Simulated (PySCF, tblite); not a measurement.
**C8H6F radical: geometry, infrared bands and EPR parameters**

What infrared bands and EPR parameters should C8H6F radical (`FC1=C[C@@H]2[C@@H]3C=C[C]1[C@H]23`) show?

Programs: tblite 0.8.0 and PySCF 2.14.0, with density-fitted response routines of our own. Each step states its level of theory. These are calculated values for one molecule in the gas phase, unless marked as measured. Atoms count from 0, in the outputs and in this text.

### Step 1. The starting structure

15 atoms, charge 0, multiplicity 2; geometry from: force field or distance geometry start.

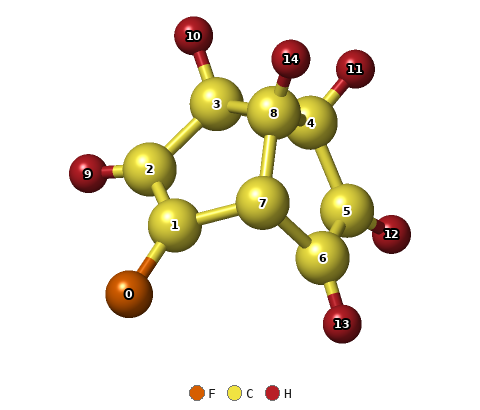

As it starts; fluorine orange, carbon yellow, hydrogen red, atoms numbered.

### Step 2. Optimising the geometry with GFN2-xTB

What the job is given:

```
{"job": {"kind": "relax", "xc": "GFN2-xTB", "basis": "xTB"}, "charge": 0, "multiplicity": 2}
F      1.886500     2.195200    -0.649700
C      1.254700     1.025000    -0.315900
C      1.414100    -0.168400    -0.872700
C      0.566100    -1.179100    -0.226100
C     -0.868200    -0.994700     0.128400
C     -1.632500     0.221700    -0.190800
C     -1.033700     1.335800     0.173500
C      0.290000     0.956200     0.820700
C      0.200600    -0.511400     1.057700
H      2.059500    -0.353100    -1.720500
H      0.985500    -2.242100    -0.157400
H     -1.450100    -1.858900     0.531000
H     -2.617500     0.202200    -0.675000
H     -1.426800     2.334200     0.036100
H      0.367300    -0.954300     2.038700
```

On the command line:

```bash
OMP_NUM_THREADS=1 python probes_run.py task.json out
```

One launch serves the whole session: the jobs run in the order shown.

What it wrote:

```text
step      E/eV     max force
  0    -673.58789    3.083
  1    -673.88815    1.274
  2    -673.98275    1.061
  3    -674.03412    0.787
  4    -674.06065    0.434
  5    -674.08533    0.376
  6    -674.10430    0.347
  7    -674.11950    0.312
  8    -674.12920    0.266
  9    -674.13683    0.195
 10    -674.14219    0.152
 11    -674.14574    0.137
 12    -674.14833    0.140
 13    -674.15063    0.134
 14    -674.15270    0.148
 15    -674.15459    0.122
 16    -674.15651    0.132
 17    -674.15862    0.173
 18    -674.16061    0.136
 19    -674.16191    0.087
 20    -674.16255    0.052
 21    -674.16297    0.070
 22    -674.16343    0.071
 23    -674.16383    0.050
 24    -674.16409    0.041
 25    -674.16424    0.030
 26    -674.16436    0.033
 27    -674.16447    0.023
 28    -674.16454    0.019
 29    -674.16459    0.016
 30    -674.16463    0.020
 31    -674.16467    0.020
 32    -674.16472    0.015
 33    -674.16474    0.012
 34    -674.16475    0.009
```

Wall time 0.21 s (1 thread of Arm Neoverse V1, shared host).

Along the way: (not every step is listed)

| step | energy from step 0 (eV) | largest force (eV/Å) |
| --- | --- | --- |
| 0 | 0.0000 | 3.0825 |
| 1 | -0.3003 | 1.2744 |
| 2 | -0.3949 | 1.0613 |
| 3 | -0.4462 | 0.7873 |
| 4 | -0.4728 | 0.4342 |
| 5 | -0.4974 | 0.3758 |
| 6 | -0.5164 | 0.3471 |
| 7 | -0.5316 | 0.3117 |
| 8 | -0.5413 | 0.2664 |
| 10 | -0.5543 | 0.1523 |
| 12 | -0.5604 | 0.1399 |
| 14 | -0.5648 | 0.1477 |
| 16 | -0.5686 | 0.1319 |
| 18 | -0.5727 | 0.1360 |
| 20 | -0.5747 | 0.0522 |
| 22 | -0.5755 | 0.0714 |
| 24 | -0.5762 | 0.0407 |
| 26 | -0.5765 | 0.0331 |
| 28 | -0.5766 | 0.0190 |
| 29 | -0.5767 | 0.0164 |
| 30 | -0.5767 | 0.0196 |
| 31 | -0.5768 | 0.0199 |
| 32 | -0.5768 | 0.0154 |
| 33 | -0.5769 | 0.0121 |
| 34 | -0.5769 | 0.0091 |

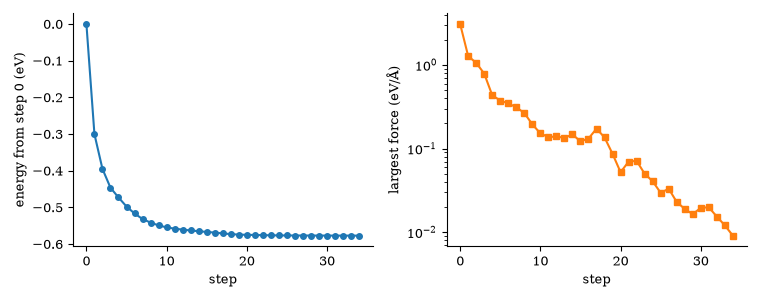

Energy and largest force along the relaxation.

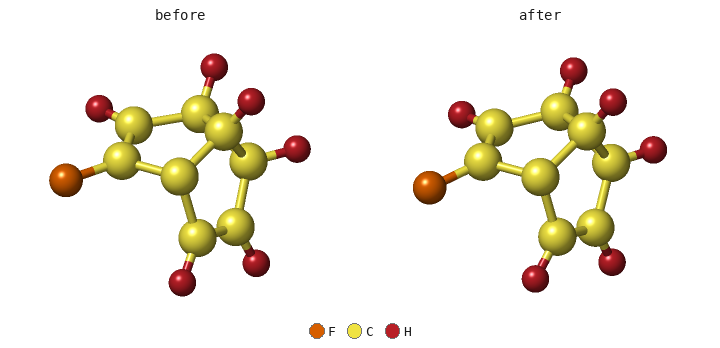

Before and after, at one scale.

Close pairs (by a distance rule), those that changed most:

| bond | before (Å) | after (Å) | change (Å) |
| --- | --- | --- | --- |
| C3–C4 | 1.489 | 1.592 | +0.103 |
| C3–H10 | 1.145 | 1.080 | -0.065 |
| C6–C7 | 1.522 | 1.469 | -0.053 |
| C4–H11 | 1.117 | 1.080 | -0.037 |
| F0–C1 | 1.371 | 1.335 | -0.037 |
| C5–C6 | 1.316 | 1.348 | +0.031 |
| C1–C7 | 1.492 | 1.466 | -0.026 |
| C7–C8 | 1.489 | 1.513 | +0.023 |

The final coordinates are the input of the step that follows.

### Step 3. Infrared spectrum with GFN2-xTB

What the job is given:

```
{"job": {"kind": "ir", "xc": "GFN2-xTB", "basis": "xTB"}, "charge": 0, "multiplicity": 2}
F      1.717438     2.196419    -0.725501
C      1.249070     1.034083    -0.266397
C      1.385258    -0.160199    -0.878813
C      0.643476    -1.168927    -0.125486
C     -0.897620    -0.979342     0.223826
C     -1.624639     0.219366    -0.190938
C     -0.986566     1.331547     0.224041
C      0.289574     0.942319     0.838644
C      0.187664    -0.534415     1.150371
H      1.930289    -0.353264    -1.784285
H      0.948796    -2.202847    -0.192183
H     -1.429152    -1.911985     0.341858
H     -2.534007     0.185545    -0.765181
H     -1.248024     2.348643    -0.005614
H      0.364028    -0.938954     2.133745
```

What it wrote:

```text
mode    cm-1     km/mol
  1     157.4      0.24
  2     256.9      3.26
  3     339.0      1.87
  4     394.1      1.57
  5     521.3      0.11
  6     539.6      4.71
  7     552.3      8.56
  8     692.3      6.80
  9     698.4      0.41
 10     736.0      3.22
 11     748.7     10.54
 12     790.5     11.03
 13     801.8     24.55
 14     846.1      1.04
 15     875.3      8.12
 16     882.0     61.49
 17     917.3     11.06
 18     994.1     10.24
 19    1009.9      4.26
 20    1030.1      0.79
 21    1037.9     11.28
 22    1055.5      2.21
 23    1102.0      4.48
 24    1104.6      0.18
 25    1136.3      1.68
 26    1202.0     34.51
 27    1228.5      0.18
 28    1263.3     50.37
 29    1283.4     45.25
 30    1316.0      3.27
 31    1350.2      2.01
 32    1535.1      2.75
 33    1570.7    134.70
 34    3070.2     11.58
 35    3074.8     25.98
 36    3086.1     40.20
 37    3114.5     16.95
 38    3137.0     23.57
 39    3138.0     12.57
```

Wall time 0.47 s (1 thread of Arm Neoverse V1, shared host).

Which atoms move in the most intense modes:

| cm⁻¹ | km/mol | atoms |
| --- | --- | --- |
| 802 | 24.6 | H12 43 %, C5 15 %, H13 10 % |
| 882 | 61.5 | C7 23 %, H11 17 %, H14 11 % |
| 1202 | 34.5 | H10 32 %, H9 20 %, C2 14 %, C1 10 % |
| 1263 | 50.4 | C1 28 %, C7 19 %, C3 11 % |
| 1283 | 45.2 | C1 32 % |
| 1571 | 134.7 | C1 53 %, C2 40 % |
| 3075 | 26.0 | H11 48 %, H14 31 %, H10 13 % |
| 3086 | 40.2 | H14 60 %, H11 18 %, H10 13 % |

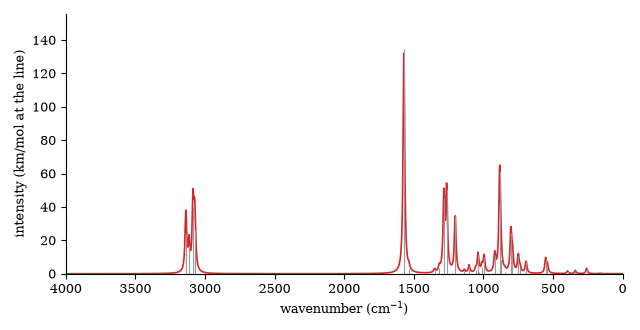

The infrared spectrum from these modes, unscaled. Lines are broadened to a width of 14 cm⁻¹ (Lorentzian).

### Step 4. EPR parameters: B3LYP/pcH-1

Settings changed since step 3:

```diff
@@ -1,2 +1,2 @@
-{"job": {"kind": "ir", "xc": "GFN2-xTB", "basis": "xTB"}, "charge": 0, "multiplicity": 2}
+{"job": {"kind": "epr", "basis": "pcH-1"}, "charge": 0, "multiplicity": 2}
 F      1.717438     2.196419    -0.725501
```

Method: UKS B3LYP, pcH-1 on C F H, non-relativistic, mean-field spin-orbit, GIAO.

What it wrote:

```text
UKS, coarse grid
  cycle   1  E = -408.09678276  |g| = 3.97e-01
  cycle   2  E = -408.05526406  |g| = 5.38e-01
  cycle   3  E = -408.16088723  |g| = 7.49e-02
  cycle   4  E = -408.16241142  |g| = 5.59e-02
  cycle   5  E = -408.16405946  |g| = 1.68e-02
  cycle   6  E = -408.16421538  |g| = 5.89e-03
  cycle   7  E = -408.16424703  |g| = 2.25e-03
  cycle   8  E = -408.16425322  |g| = 1.51e-03
  cycle   9  E = -408.16425429  |g| = 4.66e-04
UKS, final grid
  cycle   1  E = -408.16431124  |g| = 7.24e-04
  cycle   2  E = -408.16431076  |g| = 1.29e-03
  cycle   3  E = -408.16431153  |g| = 9.80e-05
  cycle   4  E = -408.16431154  |g| = 7.95e-05
  cycle   5  E = -408.16431155  |g| = 5.11e-05
  cycle   6  E = -408.16431155  |g| = 1.92e-05
E = -408.16431155 Eh   <S^2> = 0.7589 (exact 0.7500)
g shifts (ppm)      1          2          3
  rmc          -156       -156       -156
  gc             12         15         27
  oz_so          55        443        876
  total         -89        302        747
hyperfine (MHz)  atom isotope    a_iso     a_fc   dipolar eigenvalues
    0   19F       7.56       7.56    -33.23      4.42     28.81
    1   13C     -11.19     -11.19    -12.60     -0.27     12.88
    2   13C      30.23      30.23    -12.29    -10.31     22.60
    3   13C       6.95       6.95     -5.79     -4.23     10.02
    4   13C       5.20       5.20     -6.25     -4.27     10.52
    5   13C      36.33      36.33     -9.28     -7.62     16.90
    6   13C       8.81       8.81     -7.87     -0.55      8.42
    7   13C     265.25     265.25    -62.18    -61.35    123.53
    8   13C     -21.49     -21.49     -4.40     -1.10      5.50
    9    1H       3.33       3.33     -6.68     -1.24      7.93
   10    1H      -4.35      -4.35     -3.69     -1.88      5.56
   11    1H      -3.96      -3.96     -3.92     -1.72      5.64
   12    1H       4.11       4.11     -5.20     -1.49      6.69
   13    1H       8.78       8.78     -4.42     -2.65      7.08
   14    1H      69.77      69.77     -4.50     -3.76      8.26
```

Wall time 84 s (1 thread of Arm Neoverse V1, shared host); peak memory 1.1 GiB.

Principal g values 2.00223, 2.00262, 2.00307; g(iso) = 2.00264, against 2.00232 for a free electron.

Hyperfine couplings, nucleus by nucleus at this fixed geometry (no averaging over rotations):

| nuclei | isotope | a(iso) (MHz) | a(iso) (G, at g = 2.0023) | largest dipolar term (MHz) |
| --- | --- | --- | --- | --- |
| C7 | 13C | 265.3 | 94.6 | 123.5 |
| H14 | 1H | 69.8 | 24.9 | 8.3 |
| C5 | 13C | 36.3 | 13.0 | 16.9 |
| C2 | 13C | 30.2 | 10.8 | 22.6 |
| C8 | 13C | -21.5 | -7.7 | 5.5 |
| C1 | 13C | -11.2 | -4.0 | 12.9 |
| C6 | 13C | 8.8 | 3.1 | 8.4 |
| H13 | 1H | 8.8 | 3.1 | 7.1 |
| F0 | 19F | 7.6 | 2.7 | -33.2 |
| C3 | 13C | 7.0 | 2.5 | 10.0 |
| C4 | 13C | 5.2 | 1.9 | 10.5 |
| H10 | 1H | -4.4 | -1.6 | 5.6 |
| H12 | 1H | 4.1 | 1.5 | 6.7 |
| H11 | 1H | -4.0 | -1.4 | 5.6 |

Mulliken spin populations:

F0 0.00; C1 -0.06; C2 0.15; C3 0.04; C4 0.05; C5 0.12; C6 -0.05; C7 0.78; C8 -0.04; H9 0.00; H10 0.00; H11 0.00; H12 0.00; H13 0.00; H14 0.03

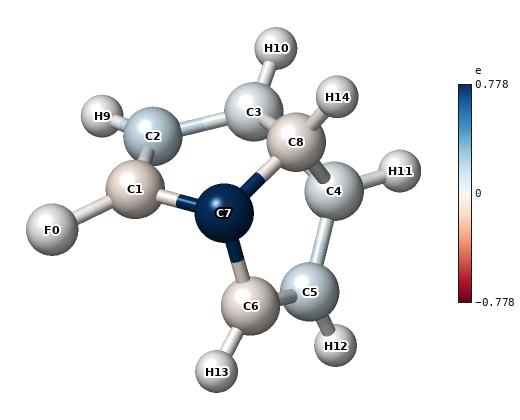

Mulliken spin populations, as colours on the atoms.

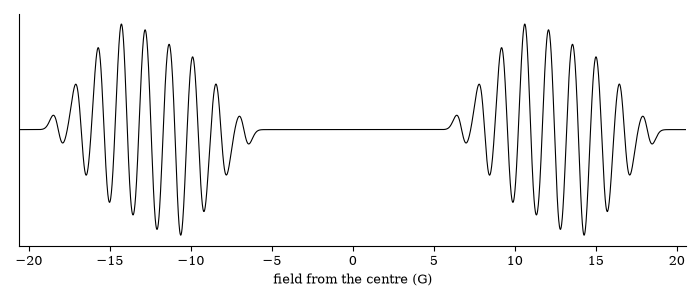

First-order isotropic spectrum (first derivative, main isotopes with spin only, couplings over 0.8 MHz, Gaussian width 0.3 G; couplings of the frozen geometry, rotation of groups not averaged beyond the rows shown).

Orbitals, density, ELF and potential are computed afterwards from the orbital file.

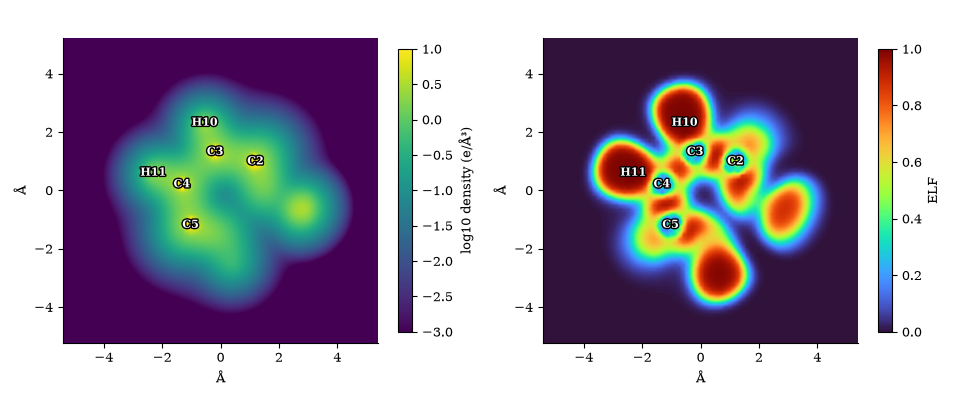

Density (left) and ELF (right) in a plane through or near 6 of the atoms.

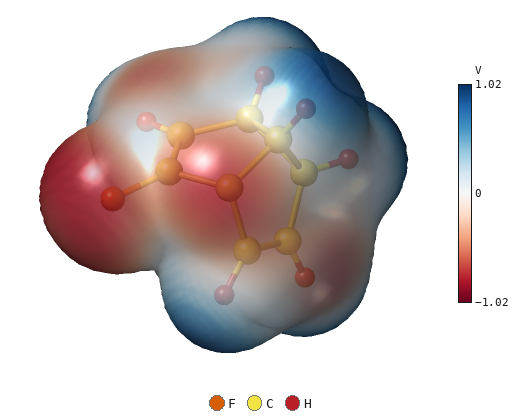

The potential that a unit positive charge feels on the 0.002 e/bohr³ surface, from -0.82 V near F0 to 1.02 V near H11.

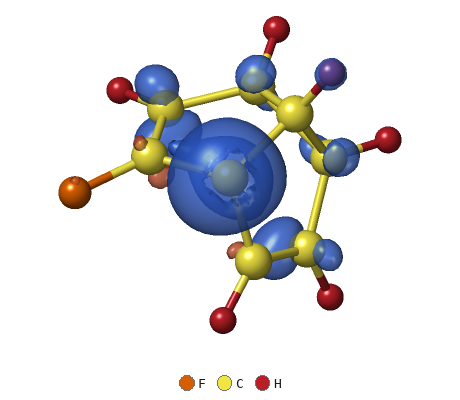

Spin density at ±0.04 e/Å³ (alpha excess blue, beta excess red).

### Step 5. Outcome

| quantity | value |
| --- | --- |
| strongest single infrared mode (GFN2-xTB) | 1571 cm⁻¹, 135 km/mol |
| zero-point energy (GFN2-xTB) | 69.5 kcal/mol |
| g(iso) (B3LYP) | 2.00264 |
| ⟨S²⟩ | 0.759 (exact 0.75) |
| largest a(iso) | 13C on C7, 265.3 MHz |
| surface potential, least and greatest | -0.82 V and 1.02 V |

Over 34 steps the energy fell by 0.577 eV; of the close pairs, C3–C4 changed most, 1.489 to 1.592 Å. No mode is imaginary among the 39: a minimum at this level. The strongest single mode, at 1571 cm⁻¹, moves mainly C1 and C2. Unscaled tight-binding wavenumbers are off by several per cent, some by more. Its intensities can rank the bands wrongly. C7 carries the largest spin population, 0.78 e. The isotropic g lies 0.3 ppt above the free-electron value.
